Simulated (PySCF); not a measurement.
Consider C$_{5}$H$_{9}$BO$_{2}$.

```xyz
17

C    -0.9274   -1.5892   -0.4030
C     0.1380   -0.7931   -0.4216
C     1.2482   -0.9896   -1.4116
C     0.2698    0.3405    0.5184
C     1.4184    0.5817    1.1514
B    -0.9811    1.2987    0.7265
O    -2.1102    1.2169   -0.0286
O    -0.9118    2.2625    1.6691
H    -1.0292   -2.4145   -1.0886
H    -1.7079   -1.4801    0.3316
H     0.9742   -1.7309   -2.1584
H     1.4845   -0.0490   -1.9063
H     2.1482   -1.3306   -0.9027
H     2.2926   -0.0413    1.0428
H     1.4996    1.4129    1.8300
H    -2.1142    0.5096   -0.6752
H    -1.6987    2.8071    1.7162
```

Geometry: GFN2-xTB.

Computed with PySCF, PBE0/pcSseg-1, SCF density, gas phase, non-relativistic.

What will maps of the electron density and electron localisation function show?

Answer. C–C (1.33 Å): ρ at the midpoint is about 2.3 e/Å³; the ELF peaks at about 0.95 between the atoms: a short, multiple covalent bond.
B–O (1.35 Å): ρ at the midpoint is about 2.2 e/Å³; the ELF peaks at about 0.90 between the atoms; a short, strongly polar bond.
C–B (1.59 Å): ρ at the midpoint is about 1.4 e/Å³; the ELF peaks at about 1 between the atoms, as expected for localised, covalent bonding.
O–H (0.96 Å): ρ at the midpoint is about 3.7 e/Å³; the ELF climbs to about 1 towards the hydrogen, as it does in any bond to H: a covalent bond by its length.

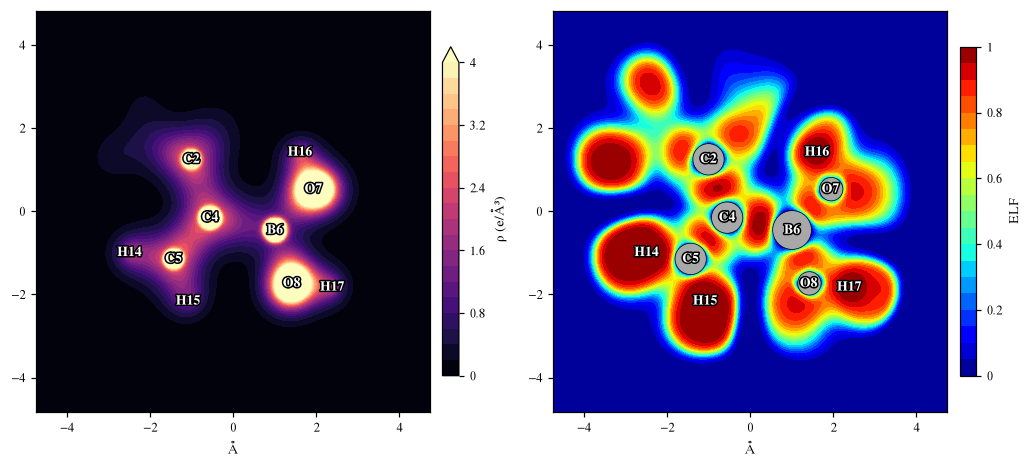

Computed electron density and electron localisation function on the plane of atoms C4, B6 and O8, in this order. Grey discs cover the atomic cores in the ELF map. 
